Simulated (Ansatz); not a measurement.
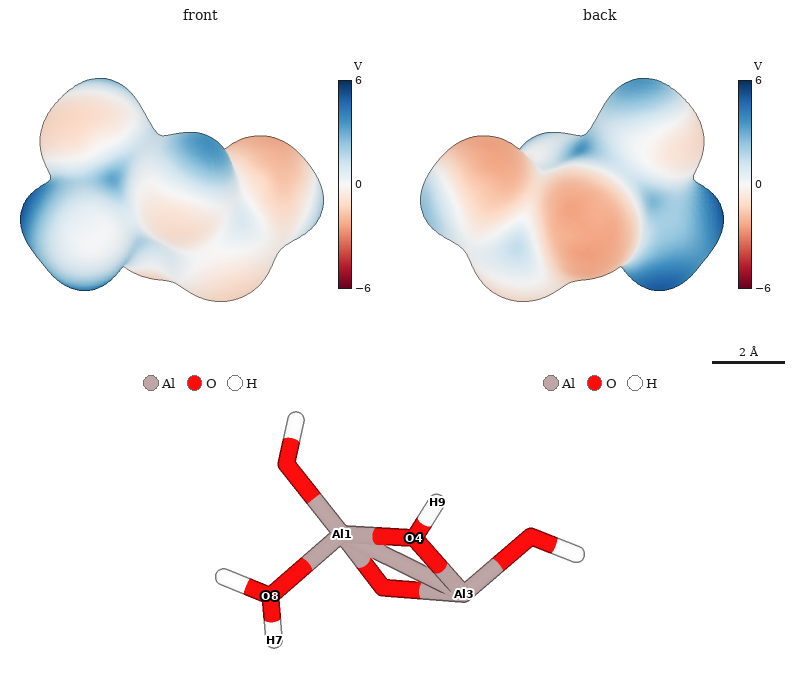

*Al2H5O5 (doublet). The molecular electrostatic potential painted on the density surface at 0.004 e/bohr³, seen from the front and from behind; the colour scale runs from red (negative) to blue (positive). The bare structure is drawn below in the same view.*

The reactant side of a reaction path; geometry: PBE0-D4/def2-TZVP; a saddle point, not a minimum.

All numbers below come from UKS PBE0-D4/def2-TZVPP (Ansatz 0.2.0).

```xyz
12

Al   -0.2669   -0.6096   -0.0694
O     0.7432    0.1313   -1.2118
Al    1.0268    1.6369   -0.3446
O    -0.0175    0.7280    1.0882
O     0.0044    3.0009   -0.6266
O    -1.6742   -1.5655   -0.0841
H     1.6638   -2.0446   -0.0196
O     0.8542   -2.0708    0.5085
H    -0.6310    1.1852    1.6633
H     0.3919    3.8458   -0.8489
H    -2.5178   -1.3109   -0.4486
H     0.4229   -2.9268    0.3937
```

Q: Where is the surface potential most negative and most positive?

A: The most negative region (about −2.4 V) lies over O2 and O5, the most positive (about +5.0 V) over H7 and H12.
